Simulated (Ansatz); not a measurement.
# NaMgF3 (Neighborite, Pm-3m): following an unstable mode

Wanted: the energy along a soft mode of NaMgF3 (Neighborite, Pm-3m) and the structure at the end.

Program: Ansatz 0.2.0. Level of theory: DFT PBEsol, scalar-relativistic, plane waves, PAW; PAW set soft_1. Results are calculated unless marked as measured.

The database entry behind the starting cell lists a temperature of 1273 K, so it need not match the best structure at ambient conditions.

## (1) Set-up

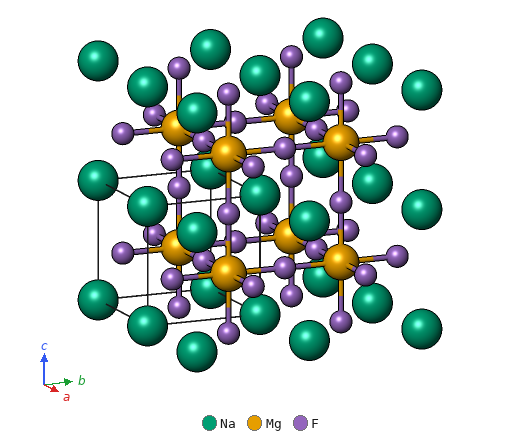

Start, viewed slightly off an axis; sodium teal, magnesium orange, fluorine purple. 2×2×2 cells are drawn. Some periodic images of atoms are drawn too.

## (2) Response at finite wavevector

The cell comes from relaxations at this level that are not shown. Stability and thermal properties need the whole zone. Linear response on a 4×4×4 q mesh gives force constants as far as a supercell of that size would, and the tensors from the zone-centre run are typed in so that the long-range dipole term is interpolated apart.

input.yaml reads:

```yaml
crystal:
  lattice:
    - [3.9078370852, 0.0, 0.0]
    - [0.0, 3.9078370852, 0.0]
    - [0.0, 0.0, 3.9078370852]
  atoms:
    - { symbol: Na, position: [0.0, 0.0, 0.0] }
    - { symbol: Mg, position: [0.5, 0.5, 0.5] }
    - { symbol: F, position: [0.5, 0.5, 0.0] }
    - { symbol: F, position: [0.0, 0.5, 0.5] }
    - { symbol: F, position: [0.5, 0.0, 0.5] }
kpoints:
  mp_grid: { grid: [8, 8, 8] }
hamiltonian:
  xc: pbesol
  pseudopotentials: { kind: paw, azcp: { folder: soft_1 }, xc_functional: pbe }
scf:
  occupations: { method: fixed }
output:
  eigenvalues: true
phonons:
  method: dfpt
  qmesh: [4, 4, 4]
  temperatures: { t_max: 1000, t_step: 50 }
  qpath:
    path:
      - [[0.0, 0.0, 0.0], [0.0, 0.5, 0.0], [0.5, 0.5, 0.0], [0.0, 0.0, 0.0], [0.5, 0.5, 0.5], [0.0, 0.5, 0.0]]
      - [[0.5, 0.5, 0.5], [0.5, 0.5, 0.0]]
    npoints: 10
  non_analytic_term:
    high_frequency_dielectric_tensor: [[1.9595, 0.0, 0.0], [0.0, 1.9595, 0.0], [0.0, 0.0, 1.9595]]
    born_effective_charges:
      - { species: Na, tensor: [[1.142, 0.0, 0.0], [0.0, 1.142, 0.0], [0.0, 0.0, 1.142]] }
      - { species: Mg, tensor: [[1.9154, 0.0, 0.0], [0.0, 1.9154, 0.0], [0.0, 0.0, 1.9154]] }
      - { species: F, tensor: [[-0.8866, 0.0, 0.0], [0.0, -0.8866, 0.0], [0.0, 0.0, -1.2842]] }
      - { species: F, tensor: [[-1.2842, 0.0, 0.0], [0.0, -0.8866, 0.0], [0.0, 0.0, -0.8866]] }
      - { species: F, tensor: [[-0.8866, 0.0, 0.0], [0.0, -1.2842, 0.0], [0.0, 0.0, -0.8866]] }
    source: "zone-centre run at this cell"
```

Started as:

```console
$ ansatz run input.yaml --threads 4 --pin off --max-ram 10240MiB --backend cpu --events-out ev --progress --plain --runs-dir out
```

Numbers of over 12 decimals in the logs are rounded to 6 here.

Output:

```text
Engine: ansatz 0.2.0, x86_64-unknown-linux-gnu
Pseudopotentials: kind: paw
Pseudopotential: Na, paw, valence charge 9, recommended cutoff 420 eV (normal), soft_1/Na.paw.azcp
Pseudopotential: Mg, paw, valence charge 10, recommended cutoff 420 eV (normal), soft_1/Mg.paw.azcp
Pseudopotential: F, paw, valence charge 7, recommended cutoff 420 eV (normal), soft_1/F.paw.azcp
Functional definition: PBEsol
  exchange = pbesol_x
  correlation = pbesol_c
Crystal: 5 atoms, lattice volume = 59.677 Å³
Basis set: ecut = 420 eV, 1189 PW (Γ), exchange–correlation on 54×54×54 points (8 copies of the dense FFT grid, shifted against one another)
Bands: 25, of which v1, the nominal top of the filled ones, is band 20 counted from 1 (19 counted from 0)
Symmetry: 48 space group operations
k-points: 35 of 512
Non-local potential: Na, projectors of the file, l = 0: 3, l = 1: 2, l = 2: 1
Non-local potential: Mg, projectors of the file, l = 0: 3, l = 1: 2, l = 2: 1
Non-local potential: F, projectors of the file, l = 0: 2, l = 1: 2, l = 2: 1
PAW form: soft (Blöchl's): semilocal exchange-correlation on the pseudo side does not see the compensation charge
PAW frozen core: Na, regenerated for the run's functional, and the local potential with it (the file was generated under x = pbe(κ = 0.804, μ = 0.219515), c = pbe(β = 0.066725))
PAW frozen core: Mg, regenerated for the run's functional, and the local potential with it (the file was generated under x = pbe(κ = 0.804, μ = 0.219515), c = pbe(β = 0.066725))
PAW frozen core: F, regenerated for the run's functional, and the local potential with it (the file was generated under x = pbe(κ = 0.804, μ = 0.219515), c = pbe(β = 0.066725))
PAW one-centre angular grid: Na, 110 points (default); XC on 64 Gauss nodes
PAW one-centre angular grid: Mg, 110 points (default); XC on 64 Gauss nodes
PAW one-centre angular grid: F, 110 points (default); XC on 64 Gauss nodes
Initial density: superposition of atomic densities (chi_scale 0.1, normalization cell, long waves kept (reshape's long-wave potential 0.01 eV rms))
Initial wavefunctions: pseudopotential atomic-orbital guess
Functional: x = pbesol(κ = 0.804, μ = 0.123457), c = pbesol(β = 0.046)
SCF iter   1: F=—  HF=-5800.307128 eV  |F-HF|=—  |Δ(HF+E_count)|=         —  Δρ=1.49e-1  dr2=9.08e0  ethr=3.10e-3  ⟨swp⟩=4.9  Hψ=3725  notcnv=0  defer=86
preconditioner: auto → Resta (q_TF=auto, 2.552 Å⁻¹)  ε∞=3.1  [insulator: Δε(μ)=3.547 eV  Ē_g=16.442 eV  n_scr=18 (ndim 8)  ℏωp=23.5 eV  f_vac=0.000  ε∞_Penn≈3.1]
SCF iter   2: F=—  HF=-5797.178034 eV  |F-HF|=—  |Δ(HF+E_count)|=    3.13e0  Δρ=5.22e-2  dr2=1.28e0  ethr=3.10e-3  ⟨swp⟩=3.0  Hψ=2047  notcnv=0  defer=87
SCF iter   3: F=—  HF=-5796.889275 eV  |F-HF|=—  |Δ(HF+E_count)|=   2.89e-1  Δρ=2.19e-2  dr2=3.19e-1  ethr=3.10e-3  ⟨swp⟩=2.3  Hψ=1477  notcnv=0  defer=68
SCF iter   4: F=—  HF=-5796.809155 eV  |F-HF|=—  |Δ(HF+E_count)|=   8.01e-2  Δρ=5.25e-3  dr2=1.75e-2  ethr=7.97e-4  ⟨swp⟩=2.5  Hψ=1377  notcnv=0  defer=87
SCF iter   5: F=—  HF=-5796.808493 eV  |F-HF|=—  |Δ(HF+E_count)|=   6.62e-4  Δρ=1.52e-3  dr2=7.15e-4  ethr=4.39e-5  ⟨swp⟩=2.0  Hψ=1483  notcnv=0  defer=95
SCF iter   6: F=—  HF=-5796.809334 eV  |F-HF|=—  |Δ(HF+E_count)|=   8.41e-4  Δρ=2.03e-4  dr2=1.45e-5  ethr=1.79e-6  ⟨swp⟩=2.0  Hψ=1575  notcnv=0  defer=97
SCF iter   7: F=—  HF=-5796.809340 eV  |F-HF|=—  |Δ(HF+E_count)|=   6.39e-6  Δρ=4.92e-5  dr2=1.32e-6  ethr=3.62e-8  ⟨swp⟩=2.0  Hψ=1443  notcnv=0  defer=87
SCF iter   8: F=—  HF=-5796.809343 eV  |F-HF|=—  |Δ(HF+E_count)|=   2.68e-6  Δρ=1.41e-5  dr2=1.10e-7  ethr=3.31e-9  ⟨swp⟩=2.0  Hψ=1574  notcnv=0  defer=41
SCF iter   9: F=—  HF=-5796.809343 eV  |F-HF|=—  |Δ(HF+E_count)|=   6.42e-8  Δρ=2.95e-6  dr2=4.12e-9  ethr=2.74e-10  ⟨swp⟩=2.1  Hψ=1476  notcnv=0  defer=41
SCF iter  10: F=—  HF=-5796.809343 eV  |F-HF|=—  |Δ(HF+E_count)|=  5.85e-10  Δρ=1.14e-6  dr2=4.51e-10  ethr=1.03e-11  ⟨swp⟩=2.0  Hψ=1388  notcnv=0  defer=41
SCF iter  11: F=—  HF=-5796.809343 eV  |F-HF|=—  |Δ(HF+E_count)|=  1.09e-10  Δρ=2.14e-7  dr2=1.78e-11  ethr=1.13e-12  ⟨swp⟩=2.0  Hψ=1540  notcnv=0  defer=41
SCF iter  12: F=-5796.809343 eV  HF=-5796.809343 eV  |F-HF|=0.00e0  |Δ(HF+E_count)|=  2.09e-11  Δρ=5.31e-8  dr2=1.37e-12  ethr=1.00e-12  ⟨swp⟩=11.1  Hψ=4866  notcnv=0
SCF 1 converged in 12 iterations: F = -5796.809343 eV  dr2 = 1.37e-12
  greatest PAW one-centre occupation: 1.000 electrons in one spin orbital (limit 2), on the Mg atom at site 1 (counted from 0), in its partial waves of l = 0
NSCF: frozen V_eff on 35 k-points
NSCF: frozen V_eff on 125 k-points
DFPT response loops at q = (0, 0, 0) (fractional): preconditioner auto → none (the input reference at scf.mixing.eps_inf says where Resta's filter doesn't serve); β = 0.50; Broyden in place of MSR1
NSCF: frozen V_eff on 400 k-points
DFPT response loops at q = (0, 0, 0.25) (fractional): mixed as the last ones told, above
NSCF: frozen V_eff on 250 k-points
DFPT response loops at q = (0, 0, -0.5) (fractional): preconditioner auto → Resta (q_TF=auto, 2.552 Å⁻¹)  ε∞=3.2 (no band partly filled); β = 1.00, the filter's whole step (`scf.mixing.beta` (0.50) is not read by the response loops at its default; to damp them type it under 1.00, their step now; it binds the ground state too); Broyden in place of MSR1
NSCF: frozen V_eff on 640 k-points
DFPT response loops at q = (0, 0.25, 0.25) (fractional): preconditioner auto → none (the input reference at scf.mixing.eps_inf says where Resta's filter doesn't serve); β = 0.50; Broyden in place of MSR1
NSCF: frozen V_eff on 400 k-points
DFPT response loops at q = (0, 0.25, -0.5) (fractional): mixed as the last ones told, above
NSCF: frozen V_eff on 250 k-points
DFPT response loops at q = (0, -0.5, -0.5) (fractional): mixed as the last ones told, above
NSCF: frozen V_eff on 1024 k-points
DFPT response loops at q = (0.25, 0.25, 0.25) (fractional): mixed as the last ones told, above
NSCF: frozen V_eff on 640 k-points
DFPT response loops at q = (0.25, 0.25, -0.5) (fractional): mixed as the last ones told, above
NSCF: frozen V_eff on 400 k-points
DFPT response loops at q = (0.25, -0.5, -0.5) (fractional): mixed as the last ones told, above
NSCF: frozen V_eff on 250 k-points
DFPT response loops at q = (-0.5, -0.5, -0.5) (fractional): mixed as the last ones told, above
SCF converged after 12 iterations
Free energy (F): -5796.809343 eV
Harris-Foulkes:  -5796.809343 eV  (|F-HF|=0.00e0)
Internal energy: -5796.809343 eV  (E = F + TS)
E sigma→0 (E₀):  -5796.809343 eV
Fermi energy:    1.651201 eV
--- Per-component energies (eV) ---
  E_band       = -656.091981
  E_kinetic    = 780.431216
  E_local      = -4717.438480  (includes V_loc(G=0)·N_el)
  E_nonlocal   = 736.205577
  E_hartree    = 1639.956731
  E_xc         = -292.879184
  E_vxc        = -378.268615  (∫ρ·V_xc dr)
  E_paw        = -1167.322683  (= ΣΔE_a)
  E_vpaw       = -356.936640  (= ΣTr[D̂ρ^β])
  E_aug_tail   = 0.001554  (compensation charges beyond the density's cutoff)
  E_ewald      = -2776.004959
  E_core_change = 0.240884  (= ΣΔE_core)
  E_smearing   = -0.000000  (= −TS)
  E_closure    = -0.000000  (closes the sum)
  Σ components = -5796.809343   (vs F -5796.809343, Δ=0.00e0)
--- Band table (eV; the first three rows and the last of 35) ---
  k-point 0: bands = [... 16 lower, 0.9751, 1.1979, 1.1979, 1.1979, 7.6423, 15.1387, 15.1387, 15.2019, ... 1 higher]
  k-point 1: bands = [... 16 lower, 0.9434, 1.0263, 1.1714, 1.1714, 7.9139, 14.5094, 15.3314, 15.3749, ... 1 higher]
  k-point 2: bands = [... 16 lower, 0.8153, 0.8678, 1.1350, 1.1350, 8.6397, 13.3595, 15.8345, 15.8714, ... 1 higher]
  k-point 34: bands = [... 16 lower, 0.4703, 1.6512, 1.6512, 1.6512, 12.0585, 14.5518, 14.5518, 14.5518, ... 1 higher]
--- Phonons (Γ-DFPT): 4 representative perturbations + reference (Σ response iterations 13) ---
  ASR residual: 1.260e-3 → 0.000e0 eV/Å²; symmetrization residual: 1.785e-6 eV/Å²
  ASR residual per site (eV/Å²): 2.43e-4 1.26e-3 6.99e-4 6.99e-4 6.99e-4
  Γ frequencies (cm⁻¹): -50.41 -50.41 -50.41 0.00 0.00 0.00 129.40 129.40 129.40 283.56 283.56 283.56 538.56 538.56 538.56
--- Phonons (arbitrary-q DFPT): 10 irreducible q on the 4×4×4 mesh ---
  q = [0.0000, 0.0000, 0.0000] (star 1, of the zone-centre solve; hermiticity 2.52e-7, symmetrization 9.11e-13): -50.41 -50.41 -50.41 -0.00 -0.00 0.00 129.40 129.40 129.40 283.56 283.56 283.56 538.56 538.56 538.56
  q = [0.0000, 0.0000, 0.2500] (star 6, 9 solved perturbations in 1560 linear systems a pass and spin channel, the states on 200 of 512 k-point pairs; hermiticity 2.79e-7, symmetrization 1.85e-13): -42.28 -42.28 61.87 61.87 124.13 136.99 144.43 144.43 192.18 271.40 271.40 371.11 537.67 537.67 587.30
  q = [0.0000, 0.0000, -0.5000] (star 3, 9 solved perturbations in 975 linear systems a pass and spin channel, the states on 125 of 512 k-point pairs; hermiticity 2.50e-7, symmetrization 3.36e-13): -30.99 -30.99 75.51 75.51 143.96 160.62 172.72 172.72 214.01 252.87 252.87 472.60 498.29 536.79 536.79
  q = [0.0000, 0.2500, 0.2500] (star 12, 9 solved perturbations in 2460 linear systems a pass and spin channel, the states on 320 of 512 k-point pairs; hermiticity 3.34e-7, symmetrization 6.63e-14): -47.98 -29.96 59.09 92.40 101.43 140.18 147.38 173.79 217.66 259.37 343.89 367.90 496.88 536.81 590.52
  q = [0.0000, 0.2500, -0.5000] (star 12, 15 solved perturbations on 200 of 512 k-point pairs; hermiticity 3.87e-7, symmetrization 2.56e-14): -66.00 9.96 36.54 77.53 118.55 158.04 168.15 189.67 240.39 254.70 341.00 452.55 460.54 535.94 552.81
  q = [0.0000, -0.5000, -0.5000] (star 3, 9 solved perturbations in 975 linear systems a pass and spin channel, the states on 125 of 512 k-point pairs; hermiticity 2.76e-7, symmetrization 1.08e-13): -122.00 -20.79 -20.79 35.98 163.03 163.03 194.65 194.65 217.85 279.90 407.44 448.46 448.46 523.45 535.08
  q = [0.2500, 0.2500, 0.2500] (star 8, 4 solved perturbations in 1376 linear systems a pass and spin channel, the states on 512 of 512 k-point pairs; hermiticity 2.43e-7, symmetrization 2.01e-13): -39.03 -39.03 35.52 61.50 61.50 91.98 213.72 213.72 220.84 330.79 330.79 365.50 496.06 496.06 594.80
  q = [0.2500, 0.2500, -0.5000] (star 12, 9 solved perturbations in 2460 linear systems a pass and spin channel, the states on 320 of 512 k-point pairs; hermiticity 2.63e-7, symmetrization 5.16e-13): -69.38 -58.26 17.00 42.20 65.62 80.81 214.76 249.23 258.29 311.70 340.16 442.05 448.59 495.24 571.48
  q = [0.2500, -0.5000, -0.5000] (star 6, 9 solved perturbations in 1560 linear systems a pass and spin channel, the states on 200 of 512 k-point pairs; hermiticity 2.67e-7, symmetrization 1.68e-13): -122.43 -60.42 -60.42 36.69 56.70 56.70 254.44 254.44 280.63 307.59 407.08 436.26 436.26 469.12 558.06
  q = [-0.5000, -0.5000, -0.5000] (star 1, 4 solved perturbations in 350 linear systems a pass and spin channel, the states on 125 of 512 k-point pairs; hermiticity 2.14e-7, symmetrization 3.62e-13): -122.85 -122.85 -122.85 35.93 35.93 35.93 281.50 281.50 281.50 406.73 406.73 423.25 423.25 423.25 547.22
  sum rule: each row above includes the acoustic sum rule's correction from the zone centre's row sums; it moved no ω² by more than (3.76 cm⁻¹)²
  mesh force constants: q→R imaginary residual 7.91e-19; ASR residual 1.260e-3 → 0.000e0 eV/Å²; symmetrization residual 5.329e-15 eV/Å²
  interpolated dispersion: 63 rows × 15 modes
  density of states and harmonic sums: on the 16×16×16 q-mesh, interpolated from the force constants of a 4×4×4 supercell (with the dipole–dipole term of supplied tensors)
  largest difference from the sums on the solved wave vectors: F 6.20e-2 eV, S 7.50e-5 and C_V 1.79e-5 eV/K
  zero-point energy: 0.219379 eV/cell   skipped modes (ω ≤ 0): 371, of them read as no rigid motion or as one in doubt: 368 (2.181e0 modes/cell left out, lowest -122.85 cm⁻¹)   left out of the sums: 1.45e-1 of the cell's modes: C_V's classical limit lies that fraction below 3 k_B per atom; for a crystal, a wire or a layer, F and S can be off by more, and a phonons.interpolated_qmesh denser along its periods is the remedy for the sampling
```

Elapsed: 5.6 min, on 4 threads of Intel Xeon Platinum 8488C (Sapphire Rapids), shared host; peak memory 1.9 GiB.

Numbers from this step:

```yaml
gap_on_the_k_mesh: 5.991 eV
volume_per_atom: 11.94 Å³
sum_rule_residual_before_enforcement: 0.001260 eV/Å²
lowest_frequency_on_the_path: -122.8 cm⁻¹
point_group: m-3m
highest_frequency_on_the_path_or_at_a_solved_wavevector: 623.7 cm⁻¹
highest_optical_mode_at_the_zone_centre_no_lo_to_term: 538.6 cm⁻¹
lowest_optical_zone_centre_mode: -50.41 cm⁻¹
lowest_mode_on_the_q_mesh_acoustic_modes_at_gamma_apart: -122.8 cm⁻¹
```

Frequencies (cm⁻¹) solved at each irreducible wavevector; negative means imaginary. Frequencies by wavevector, by row:

```
q in reciprocal lattice units  star  mode 1  mode 2  mode 3  mode 4  mode 13  mode 14  mode 15
                        0 0 0     1   -50.4   -50.4   -50.4       0    538.6    538.6    538.6
                     0 0 0.25     6   -42.3   -42.3    61.9    61.9    537.7    537.7    587.3
                     0 0 -0.5     3     -31     -31    75.5    75.5    498.3    536.8    536.8
                  0 0.25 0.25    12     -48     -30    59.1    92.4    496.9    536.8    590.5
                  0 0.25 -0.5    12     -66      10    36.5    77.5    460.5    535.9    552.8
                  0 -0.5 -0.5     3    -122   -20.8   -20.8      36    448.5    523.5    535.1
               0.25 0.25 0.25     8     -39     -39    35.5    61.5    496.1    496.1    594.8
               0.25 0.25 -0.5    12   -69.4   -58.3      17    42.2    448.6    495.2    571.5
               0.25 -0.5 -0.5     6  -122.4   -60.4   -60.4    36.7    436.3    469.1    558.1
               -0.5 -0.5 -0.5     1  -122.8  -122.8  -122.8    35.9    423.2    423.2    547.2
```

Interpolated from a 4×4×4 q mesh, with the LO-TO term (at Γ the limit along the path; where Γ stands inside the path, tables give the limit on arrival). Phonon branches along the path, in cm⁻¹:

```
    point  branch 1  branch 2  branch 3  branch 4  branch 12  branch 13  branch 14  branch 15
        Γ       -50       -50         0         0        336        539        539        624
        X       -31       -31        76        76        473        498        537        537
        M      -122       -21       -21        36        448        448        524        535
        Γ       -50       -50         0         0        336        539        539        624
        R      -123      -123      -123        36        423        423        423        547
        X       -31       -31        76        76        473        498        537        537
jump to R      -123      -123      -123        36        423        423        423        547
        M      -122       -21       -21        36        448        448        524        535
```

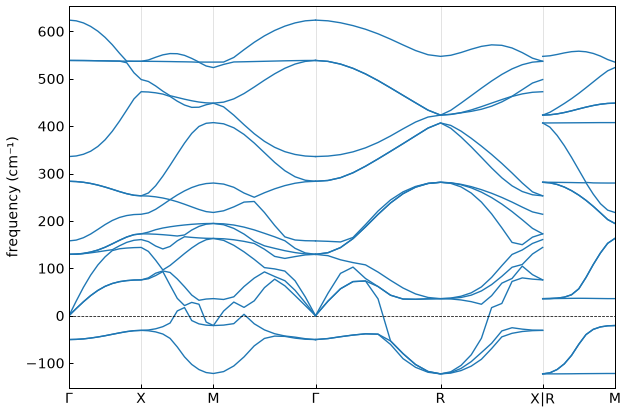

Phonon branches along the path.

Symmetry leaves 10 wavevectors to solve. The lowest mode among them, the acoustic zeros apart, lies at q = (-0.5, -0.5, -0.5) and is imaginary, 122.8i cm⁻¹, so the energy falls along it.

## (3) The mode frozen in, largest atomic shift 0 Å

The mode followed lies at q = (-0.5, -0.5, -0.5) with frequency 122.8i cm⁻¹ and is 3-fold degenerate, the softest among the wavevectors solved. At small amplitude the distorted cell has space group no. 167 by a symmetry search on the positions. The undistorted cell that holds it gives the zero of energy on the same k mesh.

System of this step: NaMgF3. Symmetry: Pm-3m, No. 221, cubic system. The conventional cell has a = 3.908 Å, b = 3.908 Å, c = 3.908 Å, α = 90.00°, β = 90.00°, γ = 90.00°. Nearest to Na lie 12 F at 2.76 Å. Mg has 6 F at 1.95 Å nearest. Nearest to F lie 2 Mg at 1.95 Å and 4 Na at 2.76 Å. Farther neighbours and most contacts between anions are not listed.

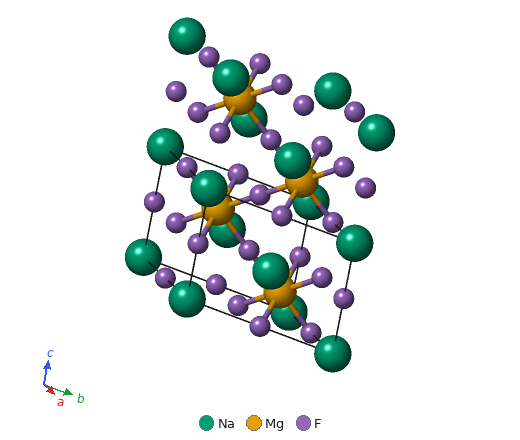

The cell of this step (sodium teal, magnesium orange, fluorine purple). 1×1×2 cells are drawn. Some periodic images of atoms are drawn too.

input.yaml reads:

```yaml
crystal:
  lattice:
    - [3.9078370852, 3.9078370852, 0.0]
    - [3.9078370852, 0.0, 3.9078370852]
    - [3.9078370852, 0.0, -3.9078370852]
  atoms:
    - { symbol: Na, position: [0.0, 0.5, 0.5] }
    - { symbol: Na, position: [0.0, 0.0, 0.0] }
    - { symbol: Mg, position: [0.5, 0.25, 0.75] }
    - { symbol: Mg, position: [0.5, 0.75, 0.25] }
    - { symbol: F, position: [0.5, 0.0, 1.0] }
    - { symbol: F, position: [0.5, 0.5, 0.5] }
    - { symbol: F, position: [0.5, 0.5, 0.0] }
    - { symbol: F, position: [0.5, 0.0, 0.5] }
    - { symbol: F, position: [0.0, 0.0, 0.5] }
    - { symbol: F, position: [0.0, 0.5, 0.0] }
kpoints:
  mp_grid: { grid: [6, 6, 6] }
hamiltonian:
  xc: pbesol
  pseudopotentials: { kind: paw, azcp: { folder: soft_1 }, xc_functional: pbe }
scf:
  occupations: { method: gaussian, width: 0.02 }
output:
  forces: true
  stress: true
  eigenvalues: true
```

Output:

```text
[...]
Crystal: 10 atoms, lattice volume = 119.355 Å³
Basis set: ecut = 420 eV, 2277 PW (Γ), exchange–correlation on 80×80×80 points (8 copies of the dense FFT grid, shifted against one another)
Bands: 50, of which v1, the nominal top of the filled ones, is band 40 counted from 1 (39 counted from 0)
Symmetry: 96 space group operations
[...]
k-points: 16 of 216
[...]
k-point 0: bands = [... 36 lower, 1.1979, 1.6512, 1.6512, 1.6512, 7.6423, 12.0584, 14.5518, 14.5518, ... 4 higher]
  k-point 1: bands = [... 36 lower, 1.1812, 1.5652, 1.5652, 1.6029, 7.9998, 12.0492, 13.6696, 14.3098, ... 4 higher]
  k-point 2: bands = [... 36 lower, 1.1918, 1.3910, 1.3910, 1.4741, 8.9188, 11.3642, 13.5937, 14.1911, ... 4 higher]
  k-point 15: bands = [... 36 lower, 0.9970, 1.0059, 1.1417, 1.5066, 10.8793, 11.3725, 11.5154, 12.2001, ... 4 higher]
[key lines of the parts left out:]
SCF converged after 9 iterations
Free energy (F): -11593.618654 eV
Fermi energy:    4.646768 eV
P = ⅓ Tr σ = 0.0094 GPa (0.094 kbar)
```

The job ended after 1.2 s (4 threads; peak memory 0.59 GiB; 4.1 s of CPU time).

Numbers from this step:

```
pressure                         : 0.009365 GPa
energy from the undistorted cell : 0 meV/atom
```

At this level the gap is 5.99 eV on the k-mesh of the self-consistent run, which can miss the band edges.

[end of part 1 of 3]

[Logs are printed without paths, hosts, clocks, repeated set-up lines and the standing remarks that a program may print on its own settings, such as how far it seeks lower states.]

[Hosts, paths, dates, database ids (printed as entryN), source tags and the programs' standing remarks are cut or masked in the printed files.]
